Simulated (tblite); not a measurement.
Run report: C5H11F2NSi, geometry relaxation (part 2 of 2)

C5H11F2NSi; GFN2-xTB geometry optimisation, gas phase (tblite 0.8.0). It belongs to a series of runs on one base structure; here: H on Si replaced by NMe2.

Geometry of the input (Å):
```
C  -1.5046  1.2039  -0.2904
N  -1.1748  -0.1611  -0.5697
C  -2.4447  -0.8852  -0.4566
Si -0.1184  -0.9332  0.6067
F  0.1580  -2.5177  0.0999
C  1.5052  -0.1547  0.9177
C  2.4590  -0.1727  -0.2142
C  2.9540  0.9570  -0.7575
F  2.5699  2.1679  -0.2694
H  -2.4425  1.3962  -0.9040
H  -1.8373  1.3260  0.7672
H  -0.7890  1.9479  -0.6237
H  -2.3050  -1.9399  -0.2169
H  -3.1067  -0.6776  -1.3072
H  -2.9321  -0.4290  0.4636
H  -0.8536  -0.9971  1.9013
H  1.4258  0.8860  1.3263
H  2.0036  -0.7793  1.7255
H  2.7761  -1.1402  -0.6117
H  3.6518  0.9135  -1.5898
```

Trajectory as extended XYZ, continued:
```
20
Properties=species:S:1:pos:R:3:forces:R:3 step=66 energy=-829.60384
C    -1.3025    1.2366   -0.2103    0.0290  -0.0450  -0.0140
N    -1.2110   -0.2012   -0.0978   -0.0250  -0.0440   0.0110
C    -2.4396   -0.8468   -0.5031   -0.0330   0.0070  -0.0230
Si   -0.1300   -1.0176    0.9427   -0.0070  -0.0350   0.0290
F     0.1223   -2.4534    0.2375   -0.0290   0.0140   0.0100
C     1.5628   -0.1544    1.0593    0.0220  -0.0120  -0.0180
C     2.2643   -0.1192   -0.2500    0.0310   0.0010  -0.0360
C     2.5386    0.9578   -0.9626    0.0280   0.0180   0.0090
F     2.2144    2.2058   -0.5533   -0.0600  -0.0030   0.0420
H    -1.4707    1.5113   -1.2547    0.0000   0.0020  -0.0130
H    -2.1380    1.6280    0.3813    0.0570   0.0230   0.0290
H    -0.3767    1.6904    0.1235   -0.0050   0.0760   0.0150
H    -2.3313   -1.9276   -0.4687    0.0520   0.0460  -0.0050
H    -2.6851   -0.5445   -1.5228   -0.0140  -0.0310  -0.0430
H    -3.2722   -0.5575    0.1480   -0.0080  -0.0160   0.0060
H    -0.6227   -1.4053    2.2671    0.0280   0.0310  -0.0110
H     1.4843    0.8470    1.4752   -0.0390   0.0150  -0.0090
H     2.1603   -0.7477    1.7506    0.0230  -0.0010   0.0460
H     2.5734   -1.0697   -0.6546   -0.0260  -0.0330  -0.0230
H     3.0542    0.9787   -1.9104   -0.0250  -0.0140  -0.0030
20
Properties=species:S:1:pos:R:3:forces:R:3 step=79 energy=-829.61496
C    -1.2629    1.2504   -0.1973   -0.0080  -0.0120  -0.0110
N    -1.1873   -0.1882   -0.0740   -0.0160  -0.0030  -0.0130
C    -2.3959   -0.8370   -0.5351    0.0030   0.0160  -0.0060
Si   -0.1275   -1.0154    0.9795    0.0190   0.0050  -0.0160
F     0.0581   -2.4729    0.3009    0.0020  -0.0070   0.0170
C     1.5877   -0.1923    1.0659   -0.0110   0.0040   0.0300
C     2.2480   -0.1417   -0.2649    0.0010  -0.0230   0.0550
C     2.4310    0.9520   -0.9808    0.0220   0.0120   0.0190
F     2.0488    2.1717   -0.5348   -0.0120   0.0120  -0.0110
H    -1.3491    1.5222   -1.2529   -0.0290   0.0030  -0.0010
H    -2.1371    1.6475    0.3314    0.0280  -0.0040   0.0040
H    -0.3703    1.7173    0.2039    0.0120  -0.0170   0.0110
H    -2.2765   -1.9148   -0.4832    0.0010   0.0040  -0.0050
H    -2.5986   -0.5533   -1.5703    0.0290   0.0100  -0.0090
H    -3.2606   -0.5480    0.0731    0.0130  -0.0090   0.0040
H    -0.6038   -1.3453    2.3212   -0.0220  -0.0050   0.0440
H     1.5094    0.8071    1.4886    0.0050   0.0200  -0.0230
H     2.1977   -0.7819    1.7513   -0.0090  -0.0150  -0.0460
H     2.5825   -1.0812   -0.6761   -0.0190   0.0130  -0.0270
H     2.9010    1.0146   -1.9493   -0.0100  -0.0050  -0.0160
20
Properties=species:S:1:pos:R:3:forces:R:3 step=92 energy=-829.62075
C    -1.2334    1.2427   -0.1820    0.0030   0.0070  -0.0050
N    -1.1624   -0.1965   -0.0723    0.0140   0.0080  -0.0020
C    -2.3575   -0.8354   -0.5744   -0.0140  -0.0140  -0.0170
Si   -0.1372   -1.0088    1.0263   -0.0450  -0.0140   0.0010
F     0.0333   -2.4916    0.4035   -0.0060  -0.0230  -0.0030
C     1.5873   -0.2045    1.0720   -0.0070   0.0100  -0.0100
C     2.2098   -0.1401   -0.2760    0.0210   0.0430  -0.0210
C     2.3710    0.9612   -0.9877   -0.0040  -0.0270  -0.0030
F     1.9890    2.1799   -0.5372    0.0340  -0.0330   0.0060
H    -1.3481    1.5223   -1.2318   -0.0140   0.0100  -0.0190
H    -2.0876    1.6441    0.3737   -0.0070   0.0000   0.0150
H    -0.3262    1.6975    0.1986    0.0000   0.0050   0.0100
H    -2.2427   -1.9140   -0.5355    0.0020  -0.0120   0.0140
H    -2.5263   -0.5372   -1.6113    0.0160   0.0110  -0.0230
H    -3.2391   -0.5508    0.0098   -0.0100  -0.0120   0.0170
H    -0.6306   -1.2905    2.3767    0.0160   0.0250  -0.0160
H     1.5367    0.7933    1.5022   -0.0050  -0.0030   0.0280
H     2.2039   -0.8151    1.7298    0.0480   0.0000  -0.0070
H     2.5388   -1.0674   -0.7191   -0.0270  -0.0070   0.0440
H     2.8163    1.0216   -1.9683   -0.0150   0.0250  -0.0090
20
Properties=species:S:1:pos:R:3:forces:R:3 step=106 energy=-829.62421
C    -1.2379    1.2413   -0.1797   -0.0070   0.0050  -0.0040
N    -1.1494   -0.1990   -0.0922   -0.0060  -0.0090  -0.0120
C    -2.3409   -0.8452   -0.5984    0.0070   0.0080  -0.0020
Si   -0.1429   -0.9968    1.0355    0.0150  -0.0030   0.0060
F     0.0003   -2.4991    0.4537    0.0060   0.0000   0.0010
C     1.5926   -0.2101    1.0741    0.0010   0.0030   0.0150
C     2.1990   -0.1380   -0.2806   -0.0180  -0.0260   0.0090
C     2.3688    0.9645   -0.9865    0.0050   0.0030   0.0050
F     2.0236    2.1838   -0.5101    0.0100   0.0130   0.0030
H    -1.4212    1.5338   -1.2166   -0.0040  -0.0090   0.0030
H    -2.0573    1.6293    0.4357    0.0020   0.0120  -0.0070
H    -0.3099    1.6959    0.1480   -0.0070   0.0100   0.0160
H    -2.2169   -1.9235   -0.5638   -0.0080   0.0140   0.0130
H    -2.5071   -0.5423   -1.6348    0.0010   0.0000   0.0020
H    -3.2249   -0.5685   -0.0124    0.0070  -0.0250  -0.0120
H    -0.6385   -1.2251    2.3937   -0.0010   0.0030   0.0030
H     1.5505    0.7813    1.5203    0.0090   0.0030   0.0050
H     2.2186   -0.8312    1.7158   -0.0170   0.0110  -0.0200
H     2.4957   -1.0726   -0.7288    0.0050  -0.0130  -0.0210
H     2.7926    1.0321   -1.9760    0.0000   0.0010  -0.0020
20
Properties=species:S:1:pos:R:3:forces:R:3 step=119 energy=-829.62619
C    -1.2428    1.2489   -0.1680    0.0000  -0.0080   0.0020
N    -1.1429   -0.1911   -0.0766    0.0070   0.0040   0.0000
C    -2.3086   -0.8517   -0.6219    0.0010   0.0010   0.0000
Si   -0.1444   -0.9771    1.0669   -0.0150  -0.0020   0.0010
F    -0.0100   -2.4911    0.5132   -0.0070   0.0040  -0.0030
C     1.6032   -0.2193    1.0771   -0.0060  -0.0040  -0.0170
C     2.1646   -0.1462   -0.2967    0.0060   0.0070  -0.0170
C     2.3400    0.9630   -0.9913    0.0020  -0.0010   0.0030
F     2.0502    2.1834   -0.4808    0.0030   0.0030  -0.0050
H    -1.3907    1.5376   -1.2114    0.0040   0.0020   0.0000
H    -2.0885    1.6305    0.4151   -0.0070  -0.0060  -0.0010
H    -0.3338    1.7154    0.1965   -0.0040  -0.0130  -0.0010
H    -2.1742   -1.9284   -0.5835    0.0090   0.0040   0.0100
H    -2.4442   -0.5506   -1.6632    0.0000   0.0040  -0.0010
H    -3.2156   -0.5897   -0.0663   -0.0050   0.0000   0.0020
H    -0.6364   -1.1775    2.4300   -0.0110   0.0040   0.0100
H     1.6005    0.7668    1.5363   -0.0040  -0.0060   0.0050
H     2.2293   -0.8671    1.6896    0.0210   0.0090   0.0060
H     2.4152   -1.0818   -0.7709    0.0020  -0.0030  -0.0090
H     2.7241    1.0364   -1.9970    0.0030  -0.0020   0.0160
20
Properties=species:S:1:pos:R:3:forces:R:3 step=132 energy=-829.62665
C    -1.2451    1.2485   -0.1644    0.0010   0.0050  -0.0030
N    -1.1409   -0.1907   -0.0737   -0.0040   0.0000  -0.0040
C    -2.3019   -0.8547   -0.6244   -0.0050   0.0030   0.0000
Si   -0.1469   -0.9751    1.0749    0.0000   0.0030  -0.0020
F    -0.0229   -2.4912    0.5250   -0.0010  -0.0020   0.0090
C     1.6040   -0.2231    1.0730   -0.0010  -0.0030   0.0000
C     2.1579   -0.1467   -0.3041   -0.0050  -0.0040   0.0010
C     2.3406    0.9653   -0.9918    0.0040   0.0020   0.0000
F     2.0627    2.1850   -0.4740    0.0020   0.0060  -0.0020
H    -1.3813    1.5394   -1.2091    0.0000  -0.0040   0.0020
H    -2.0993    1.6259    0.4093    0.0020  -0.0050  -0.0030
H    -0.3417    1.7173    0.2108   -0.0010  -0.0080   0.0040
H    -2.1648   -1.9307   -0.5831    0.0050   0.0020   0.0020
H    -2.4329   -0.5547   -1.6667    0.0010   0.0010  -0.0020
H    -3.2126   -0.5944   -0.0741   -0.0050   0.0020   0.0020
H    -0.6454   -1.1620    2.4383    0.0080   0.0000  -0.0020
H     1.6040    0.7624    1.5342    0.0000  -0.0030  -0.0030
H     2.2387   -0.8684    1.6802   -0.0070   0.0000   0.0000
H     2.3982   -1.0810   -0.7865    0.0040  -0.0030   0.0010
H     2.7246    1.0397   -1.9970    0.0010   0.0080  -0.0010
```

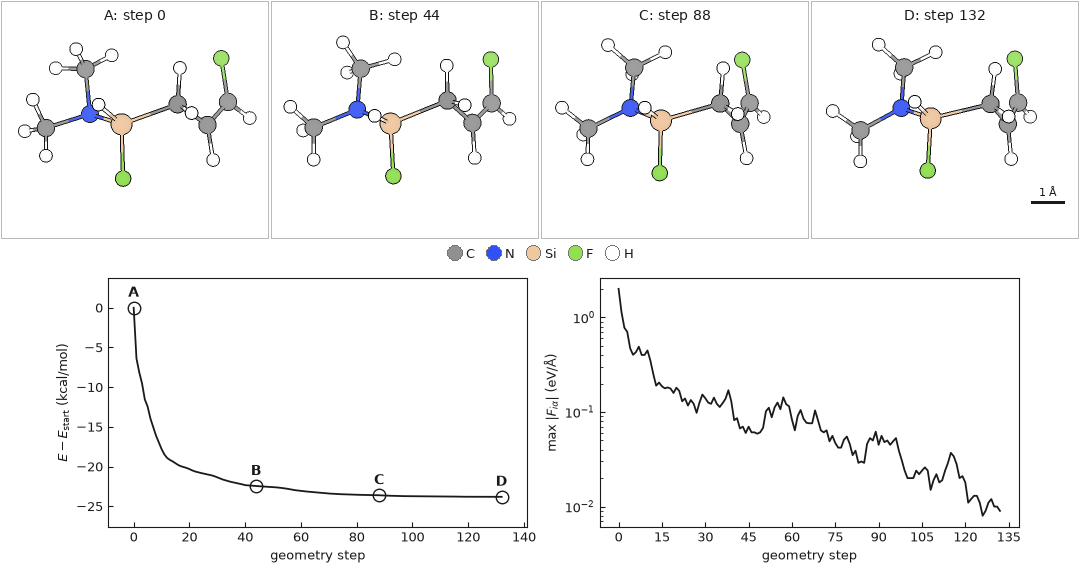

Figure 1. Frames of the relaxation (ball-and-stick view, seen at a tilt) above the curves, on which the letters mark them (steps are counted from 0).

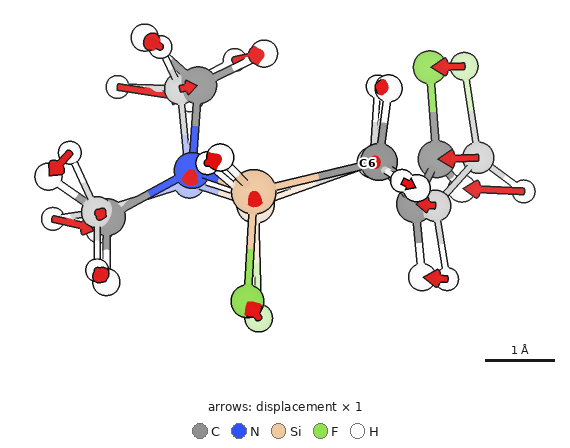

Figure 2. Start (faint) and end (solid) with the displacements as red arrows, at true length (ball-and-stick view, seen at a tilt). The two geometries are laid on each other by the best rigid fit. H10 moves most after the best rigid fit: 1.12 Å. Largest moves by element: H 1.12 Å, C 0.65 Å, F 0.55 Å, N 0.50 Å, Si 0.48 Å. Among the contacts that change: Si4–C6 1.827 → 1.906 Å, Si4–F5 1.686 → 1.618 Å, N2–Si4 1.760 → 1.710 Å, C1–H10 1.137 → 1.093 Å. Among the angles that change: C3–N2–Si4 104.6° → 120.8°, N2–Si4–H16 107.7° → 119.1°, N2–C3–H15 103.6° → 111.5°. The energy falls by 23.8 kcal/mol in 132 geometry steps. The largest force component goes from 2 to 0.009 eV/Å. (Atoms are counted from 1 in the order of the input.)

Summary:

```json
{"quantity": "outcome", "value": "converged"}
{"quantity": "total energy", "value": "−829.6267 eV"}
{"quantity": "wall time", "value": "0.92 s"}
{"quantity": "peak memory", "value": "0.18 GiB"}
```
